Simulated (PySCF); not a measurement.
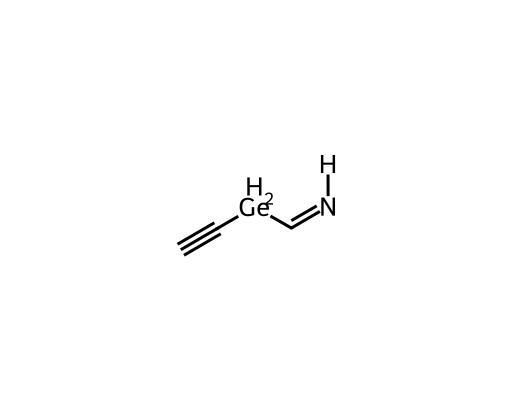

The picture comes from a calculation with PySCF.

Skeletal drawing of a molecule.

Question: Write the SMILES.

Answer: [H]/N=[CH]\[GeH2][C]#C

Question: What is the molecular formula?

Answer: C3H5GeN.

Question: An optimisation with PBE0-D3(BJ)/def2-SVP gave a structure of which point group?

Answer: Cs. Other conformers may differ.
